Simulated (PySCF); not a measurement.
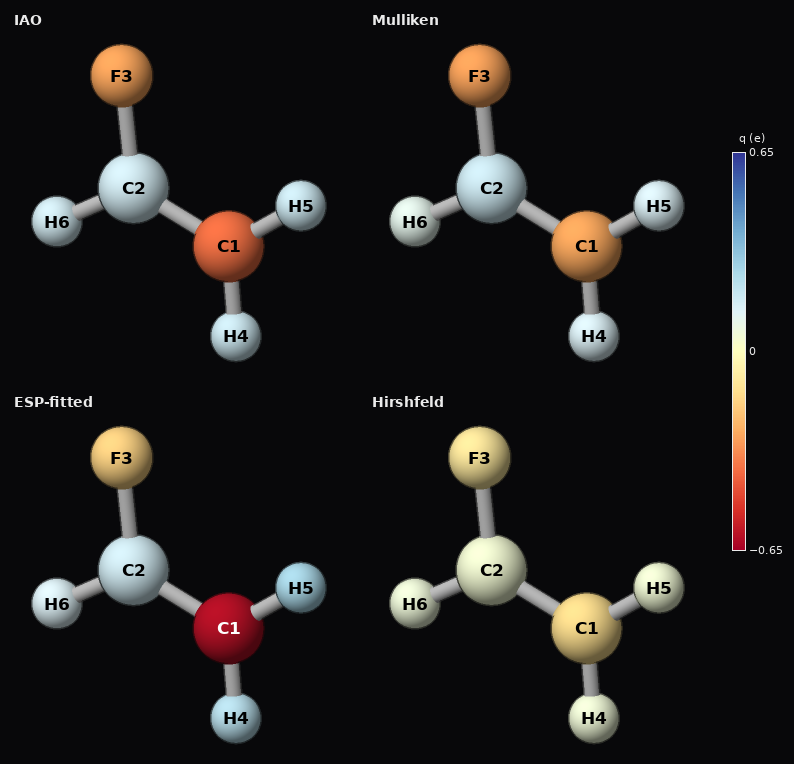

Atomic charges of one calculation by 4 schemes, on one colour scale. The computed structure is the end point of a GFN2-xTB optimisation. No frequency run is at hand to confirm it as a minimum. Computed with PBE0/pcSseg-1 (PySCF 2.14.0).

> Which scheme gives the most polar picture (largest mean size of the charges)?

The ESP-fitted charges are the largest in size here, and the Hirshfeld charges the smallest.

> On which atom do the schemes disagree most?

On C1 (from −0.60 to −0.13 e).

List the charges (e), one line for each set of equivalent atoms.

```csv
atom,IAO,Mulliken,ESP-fitted,Hirshfeld
C1,−0.38,−0.26,−0.60,−0.13
C2,0.16,0.17,0.16,0.05
F3,−0.27,−0.28,−0.16,−0.09
H4,0.17,0.13,0.22,0.06
H5,0.17,0.14,0.26,0.05
H6,0.16,0.10,0.13,0.06
```
